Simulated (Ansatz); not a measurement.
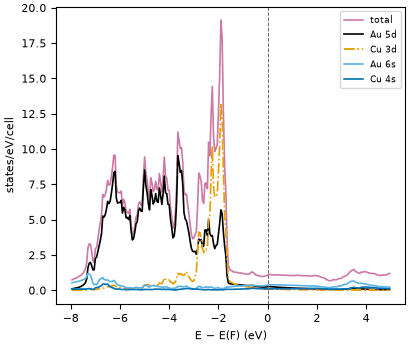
Figure: Total and projected density of states of CuAu3 in space group I4/mmm (No. 139; Cu on 2a, Au on 4d, Au on 2b), r²SCAN in the plane-wave PAW code Ansatz

### Question
Which orbitals carry the states next to the Fermi level?

### Answer
Within 0.5 eV of the Fermi level: Au 6s 34 %, Au 5d 23 %, Cu 4s 10 %, Cu 3d 10 %, outside the projected shells 23 %. Projections are on Löwdin-orthogonalised atomic valence shells; empty p or d shells of many metals are not among them.

### Question
Where is the tallest occupied peak in this window, and what makes it?

### Answer
Near -1.9 eV, about 19 states/eV per cell; the largest projected share is Cu 3d.

The first step of the workflow began from a Materials Project structure, measured or hypothetical; the Crystallography Open Database copy checked does not list it. COD files the formula under space group No. 221. Whether it is the stable phase at ambient conditions was not checked. The cell was relaxed with r²SCAN under the symmetry of its start; its stability against distortions is not shown here. No spin polarisation was allowed. Scalar-relativistic: spin–orbit coupling is off unless named, which matters more the heavier the elements.

Potentials: the later of the program's two PAW sets.
